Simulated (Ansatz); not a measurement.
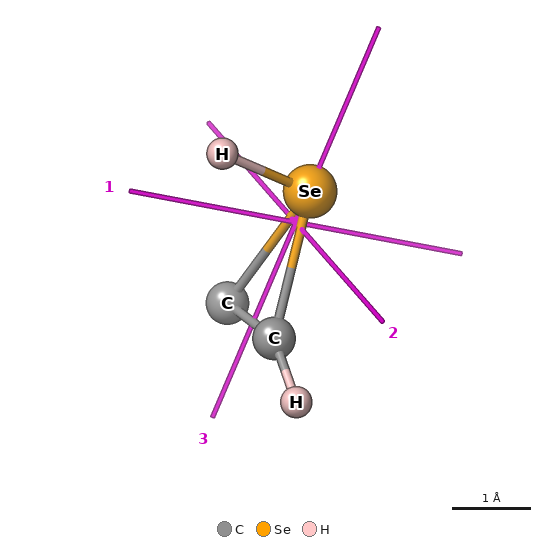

The three principal axes of inertia are drawn and numbered. Distant atoms are faded towards the background colour. The geometry was computed by an optimisation with PBE-D4/def2-SVP. No frequency run is at hand to confirm it as a minimum. Masses are those of the most abundant isotopes; constants are for the rigid equilibrium geometry.

Question: Which line is the a axis (least moment of inertia), which b and which c?

Answer: a is line 3, b is line 2, c is line 1; the moments are 15.1, 75.7, 86.5 u Å².

Question: What kind of rotor is it, and what are its rotational constants in MHz?

Answer: An asymmetric top (C1): A = 33365, B = 6677, C = 5842 MHz. Ray's parameter κ is −0.94, close to the prolate limit.
